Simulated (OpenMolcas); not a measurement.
Excited-state calculation, with input and output: InI (part 1 of 4)

InI (indium iodide (ini)), computed with CASSCF/ANO-RCC-VDZP, DKH2 (OpenMolcas 26.06).

The geometry comes from this level: GFN2-xTB.

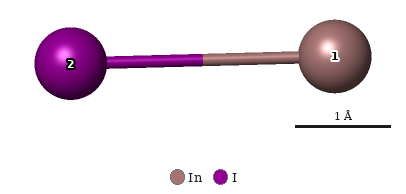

The input geometry (ball-and-stick view, seen at a tilt; atoms are numbered from 1 in the order of the input). Sticks mark near contacts.

### Results in brief

```tsv
quantity	value
outcome	converged
total energy	−12988.048989 hartree
CASSCF energy	−12988.048989 hartree
hardware	1 thread of Arm Neoverse V2, 24 GiB of memory available, shared host
wall time	32 s
peak memory	0.4 GiB
```

The record of the run, not the program, notes: an active orbital turned away from the chosen space.

### Input file
```
&GATEWAY
Coord
input.xyz
Basis
ANO-RCC-MB
Group
NoSym
&SEWARD
&RASSCF
FileOrb
$CurrDir/step1.ScfOrb
Spin
1
Nactel
6 0 0
Inactive
48
Ras2
6
CIRoot
3 3 1
OrbListing
Nothing
>>> COPY $Project.RunFile RUNFIL1
>>> COPY $Project.RasOrb INPORB
&GATEWAY
Coord
input.xyz
Basis
ANO-RCC-VDZP
Group
NoSym
RICD
&SEWARD
>>> COPY $Project.RunFile RUNFIL2
&EXPBAS
&RASSCF
FileOrb
$Project.ExpOrb
Spin
1
Nactel
6 0 0
Inactive
48
Ras2
6
CIRoot
3 3 1
OrbListing
Nothing
OrbAppear
Compact
```

### File input.xyz
```
2

In     0.000000     0.000000     0.000000
I      0.000000     0.000000     2.789210
```

Launch command:
```bash
export MOLCAS_MEM=1860
pymolcas step2.inp > step2.log
```

### Log
```
--- Start Module: gateway ---

                                              &GATEWAY

                       available to each process: 1.9 GB of memory, 1 thread

++    Symmetry information:
      ---------------------

                    Character Table for C1

                             E
                    a        1  x, y, xy, Rz, z, xz, Ry, yz, Rx, I
--

++    Basis set information:
      ----------------------

      Basis set label: IN.ANO-RCC...5S4P2D.

      Electronic valence basis set:
      ------------------
      Associated Effective Charge  49.000000 au
      Associated Actual Charge     49.000000 au
      Nuclear Model: Point charge

      Shell  nPrim  nBasis  Cartesian Spherical Contaminant
         s      22       5        X
         p      19       4        X
         d      13       2                 X

      Basis set label: I.ANO-RCC...5S4P2D.

      Electronic valence basis set:
      ------------------
      Associated Effective Charge  53.000000 au
      Associated Actual Charge     53.000000 au
      Nuclear Model: Point charge

      Shell  nPrim  nBasis  Cartesian Spherical Contaminant
         s      22       5        X
         p      19       4        X
         d      13       2                 X
--

++    Molecular structure info:
      -------------------------

                    ************************************************
                    **** Cartesian Coordinates / bohr, angstrom ****
                    ************************************************

     Center  Label                x              y              z                     x              y              z
        1      IN1              0.000000       0.000000       0.000000              0.000000       0.000000       0.000000
        2      I2               0.000000       0.000000       5.270843              0.000000       0.000000       2.789210
--

            Nuclear Potential Energy            492.71055811 au

--- Stop Module: gateway /rc=_RC_ALL_IS_WELL_ ---

--- Start Module: seward ---

                                              &SEWARD

                       available to each process: 1.9 GB of memory, 1 thread

               SEWARD will generate:
                  Multipole Moment integrals up to order  2
                  Kinetic Energy integrals
                  Nuclear Attraction integrals (point charge)
                  One-Electron Hamiltonian integrals
                  Velocity integrals
                  Relativistic Douglas-Kroll-Hess integrals:
                    - Parametrization         : EXP
                    - DKH order of Hamiltonian: 2
                    - DKH order of Properties : 0
                         - multipole moment operators
                         - electric potential operators
                         - contact operators
                  Orbital angular momentum around (  0.0000   0.0000   2.7662 )
                  Velocity quadrupole around (  0.0000   0.0000   2.7662 )
                  Atomic mean-field integrals
                  Two-Electron Repulsion integrals

                   Integrals are discarded if absolute value <: 1.00E-14
                   Integral cutoff threshold is set to       <: 1.00E-16

            Nuclear Potential Energy            492.71055811 au

      Basis set specifications :
      Symmetry species         a
      Basis functions           54

--- Stop Module: seward /rc=_RC_ALL_IS_WELL_ ---
--- Module seward spent 4 seconds ---

--- Start Module: rasscf ---

                                              &RASSCF

                       available to each process: 1.9 GB of memory, 1 thread

      Header of the ONEINT file:
      --------------------------

      OrdInt status: non-squared

      Cartesian coordinates in angstrom:
      -----------------------------------------------------
      No.  Label        X            Y            Z
      -----------------------------------------------------
       1   IN1        0.00000000   0.00000000   0.00000000
       2   I2         0.00000000   0.00000000   2.78921000
      -----------------------------------------------------
      Nuclear repulsion energy =  492.71055811

++    Wave function specifications:
      -----------------------------

      Number of closed shell electrons          96
      Number of electrons in active shells       6
      Max number of holes in RAS1 space          0
      Max nr of electrons in RAS3 space          0
      Number of inactive orbitals               48
      Number of active orbitals                  6
      Number of secondary orbitals               0
      Spin quantum number                      0.0
      State symmetry                             1
--

++    Orbital specifications:
      -----------------------

      Symmetry species                           1
                                                 a
      Frozen orbitals                            0
      Inactive orbitals                         48
      Active orbitals                            6
      RAS1 orbitals                              0
      RAS2 orbitals                              6
      RAS3 orbitals                              0
      Secondary orbitals                         0
      Deleted orbitals                           0
      Number of basis functions                 54
--

++    CI expansion specifications:
      ----------------------------

      Number of CSFs                           175
      Number of spin combinations              210
      Number of determinants                   400
      Number of root(s) required                 3
      Root chosen for geometry opt.              3
      CI roots used                              1     2     3
      weights                                0.333 0.333 0.333
      highest root included in the CI            3
      max. size of the explicit Hamiltonian    175
--

++    Optimization specifications:
      ----------------------------

      RASSCF algorithm: Conventional
      Maximum number of macro iterations       200
      Maximum number of SX iterations          100
      Threshold for RASSCF energy            1.000E-08
      Threshold for max MO rotation          1.000E-01
      Threshold for max BLB element          1.000E-04
      Level shift parameter                  5.000E-01
      Make Quasi-Newton update
--

      The MO-coefficients are taken from the file:
      step1.ScfOrb
      Title: SCF orbitals

      Total molecular charge    0.00

      ************************************************************************************************************************
      *                                            Wave function control section                                             *
      ************************************************************************************************************************

                                         RASSCF iterations: Energy and convergence statistics
                                         ----------------------------------------------------

          iter iter root      energy       change     param      element    value   shift minimum  type update hh:mm:ss
 Nr of preliminary CI iterations:   1
      Total energies have been shifted. Add               -12000.00 au
        1   1    9    0  -987.92306100    0.00E+00   4.86E-02   47  54 1  1.67E-02*  0.21   0.00    SX    NO    0:00:00
        2   1    8    0  -987.92552540   -2.46E-03*  4.11E-02   48  51 1  1.35E-02*  0.21   0.00    SX    NO    0:00:00
        3   1    8    0  -987.92677951   -1.25E-03*  3.22E-02   48  51 1  1.06E-02*  0.21   0.00    SX    NO    0:00:00
        4   1    8    0  -987.92746520   -6.86E-04*  2.40E-02   48  51 1  7.94E-03*  0.21   0.00    SX    NO    0:00:00
        5   1    8    0  -987.92782706   -3.62E-04* -3.35E-02   48  51 1  5.71E-03*  0.21   2.50    LS   YES    0:00:00
        6   1    8    0  -987.92811828   -2.91E-04*  1.87E-02   48  51 1  2.30E-03*  0.22   1.58    LS   YES    0:00:00
        7   1    8    0  -987.92816512   -4.68E-05* -2.10E-03   47  51 1  1.43E-03*  0.22   1.04    QN   YES    0:00:00
        8   1    7    0  -987.92817077   -5.65E-06* -1.82E-03   47  51 1  7.02E-04*  0.22   1.87    LS   YES    0:00:00
        9   1    6    0  -987.92817232   -1.56E-06* -6.19E-04   48  54 1 -2.03E-04*  0.22   1.01    QN   YES    0:00:00
       10   1    6    0  -987.92817245   -1.30E-07* -1.84E-04   48  54 1 -7.92E-05   0.22   1.20    QN   YES    0:00:00
       11   1    5    0  -987.92817247   -1.26E-08*  6.47E-05   48  54 1 -2.14E-05   0.22   1.27    QN   YES    0:00:00
       12   1    5    0  -987.92817247   -1.18E-09   6.63E-05   42  54 1 -6.12E-06   0.22   1.13    QN   YES    0:00:00
      Convergence after 12 iterations
       13   1    5    0  -987.92817247   -1.75E-10   6.63E-05   42  54 1 -2.62E-06   0.22   1.13    QN   YES    0:00:00

      ************************************************************************************************************************
                                                      Wave function printout:
                       occupation of active orbitals, and spin coupling of open shells (u,d: Spin up or down)
      ************************************************************************************************************************

      Note: transformation to natural orbitals
      has been made, which may change the order of the CSFs.

      printout of CI-coefficients larger than  0.05 for root  1
      energy=  -12988.023894
      conf/sym  111111     Coeff  Weight
             1  222000  -0.96384 0.92898
             4  22u00d   0.16341 0.02670
             6  2u20d0   0.11084 0.01229
             8  u22d00   0.11084 0.01229
            16  220002   0.08391 0.00704
            49  2uu0dd  -0.05138 0.00264
            51  u2ud0d  -0.05138 0.00264

      printout of CI-coefficients larger than  0.05 for root  2
      energy=  -12987.880311
      conf/sym  111111     Coeff  Weight
             2  22ud00   0.96140 0.92429
             3  22u0d0   0.24261 0.05886
            14  220u0d   0.08980 0.00806
            23  u2d200   0.05810 0.00338

      printout of CI-coefficients larger than  0.05 for root  3
      energy=  -12987.880311
      conf/sym  111111     Coeff  Weight
             2  22ud00  -0.24261 0.05886
             3  22u0d0   0.96140 0.92429
            15  2200ud   0.08980 0.00806
            19  2ud020   0.05810 0.00338

      Natural orbitals and occupation numbers for root  1
      sym 1:   1.988187   1.988187   1.965916   0.012745   0.012745   0.032219

      Natural orbitals and occupation numbers for root  2
      sym 1:   1.998264   1.998575   1.000819   0.999029   0.001121   0.002192

      Natural orbitals and occupation numbers for root  3
      sym 1:   1.998575   1.998264   1.000819   0.001121   0.999029   0.002192

      ************************************************************************************************************************
      *                                                    Final results                                                     *
      ************************************************************************************************************************

++    Final optimization conditions:
      ------------------------------

      Average CI energy                          -12987.92817247
      RASSCF energy for state  3                 -12987.88031147
      Super-CI energy                                -0.00000000
      RASSCF energy change                           -0.00000000
      Max change in MO coefficients               6.526E-05
      Max non-diagonal density matrix element     6.628E-05
      Maximum BLB matrix element                 -2.619E-06
      (orbital pair  42,  54 in symmetry   1)
      Norm of electronic gradient            1.386E-02
--

      Final state energy(ies):
      ------------------------

::    RASSCF root number  1 Total energy: -12988.02389447
::    RASSCF root number  2 Total energy: -12987.88031147
::    RASSCF root number  3 Total energy: -12987.88031147
      Von Neumann Entropy (Root   1) =  0.23028

      Mulliken population analysis for root number:  1
      -----------------------------------------------

++    Molecular charges:
      ------------------

      Mulliken charges per centre
      ---------------------------

                IN1     I2
      Total   48.6490 53.3510

      N-E      0.3510 -0.3510

      Total electronic charge=  102.000000

      Total            charge=   -0.000000
--

      Expectation values of various properties for root number:  1
      -----------------------------------------------------------

++    Molecular properties:
      ---------------------

      Charge (e):
                      =   -0.0000
      Dipole Moment (debye):
      Origin of the operator (angstrom)=    0.0000    0.0000    1.4638
                   X=  7.4822E-05               Y= -1.0427E-04               Z= -3.4177E+00           Total=  3.4177E+00
      Quadrupole Moment (debye*angstrom):
      Origin of the operator (angstrom)=    0.0000    0.0000    1.4638
                  XX= -5.2183E+01              XY= -9.5420E-09              XZ= -1.1142E-04              YY= -5.2183E+01
                  YZ=  1.5527E-04              ZZ= -5.7015E+01
      In traceless form (debye*angstrom)
                  XX=  2.4159E+00              XY= -1.4313E-08              XZ= -1.6713E-04              YY=  2.4159E+00
                  YZ=  2.3290E-04              ZZ= -4.8318E+00
--

      LoProp population analysis for root number:  1
      -----------------------------------------------

++    LoProp analysis:
      ----------------

++    Static properties:
      ------------------

      LoProp Charges per center

                   IN1      I2
      Nuclear     49.0000  53.0000
      Electronic -48.7776 -53.2224

      Total        0.2224  -0.2224
--

      Natural Bond Order analysis for root number:  1

++    Natural Bond Order analysis
      ---------------------------
      Based on LoProp computed density
      -------------------------------------------------------------------------------------
      Atom A       Atom B       Bond Order
      -------------------------------------------------------------------------------------
      NBO located      1.016 non-bonded electrons on atom IN1
      NBO located      0.997 non-bonded electrons on atom IN1
      NBO located      0.998 non-bonded electrons on atom IN1
      NBO located      0.999 non-bonded electrons on atom IN1
      NBO located      0.999 non-bonded electrons on atom IN1
      NBO located      0.999 non-bonded electrons on atom IN1
      NBO located      1.000 non-bonded electrons on atom IN1
      NBO located      1.000 non-bonded electrons on atom IN1
      NBO located      1.000 non-bonded electrons on atom IN1
      NBO located      1.000 non-bonded electrons on atom IN1
      NBO located      1.000 non-bonded electrons on atom IN1
      NBO located      1.000 non-bonded electrons on atom IN1
      NBO located      1.000 non-bonded electrons on atom IN1
      NBO located      1.000 non-bonded electrons on atom IN1
      NBO located      1.000 non-bonded electrons on atom IN1
      NBO located      1.000 non-bonded electrons on atom IN1
      NBO located      1.000 non-bonded electrons on atom IN1
      NBO located      1.000 non-bonded electrons on atom IN1
      NBO located      1.000 non-bonded electrons on atom IN1
      NBO located      1.000 non-bonded electrons on atom IN1
      NBO located      1.000 non-bonded electrons on atom IN1
      NBO located      1.000 non-bonded electrons on atom IN1
      NBO located      1.000 non-bonded electrons on atom IN1
      NBO located      1.000 non-bonded electrons on atom IN1
      NBO located      0.969 non-bonded electrons on atom I2
      NBO located      0.969 non-bonded electrons on atom I2
      NBO located      1.001 non-bonded electrons on atom I2
      NBO located      1.001 non-bonded electrons on atom I2
      NBO located      0.999 non-bonded electrons on atom I2
      NBO located      1.000 non-bonded electrons on atom I2
      NBO located      1.000 non-bonded electrons on atom I2
      NBO located      1.000 non-bonded electrons on atom I2
      NBO located      1.000 non-bonded electrons on atom I2
      NBO located      1.000 non-bonded electrons on atom I2
      NBO located      1.000 non-bonded electrons on atom I2
      NBO located      1.000 non-bonded electrons on atom I2
      NBO located      1.000 non-bonded electrons on atom I2
      NBO located      1.000 non-bonded electrons on atom I2
      NBO located      1.000 non-bonded electrons on atom I2
      NBO located      1.000 non-bonded electrons on atom I2
      NBO located      1.000 non-bonded electrons on atom I2
      NBO located      1.000 non-bonded electrons on atom I2
      NBO located      1.000 non-bonded electrons on atom I2
      NBO located      1.000 non-bonded electrons on atom I2
      NBO located      1.000 non-bonded electrons on atom I2
      NBO located      1.000 non-bonded electrons on atom I2
      NBO located      1.000 non-bonded electrons on atom I2
      NBO located      1.000 non-bonded electrons on atom I2
      NBO located      1.000 non-bonded electrons on atom I2
      NBO located      1.000 non-bonded electrons on atom I2
      The remaining    1.194 electrons are to be considered as diffuse
--

--

      Von Neumann Entropy (Root   2) =  1.01915

      Mulliken population analysis for root number:  2
      -----------------------------------------------

++    Molecular charges:
      ------------------

      Mulliken charges per centre
      ---------------------------

                IN1     I2
      Total   48.9749 53.0251

      N-E      0.0251 -0.0251
```
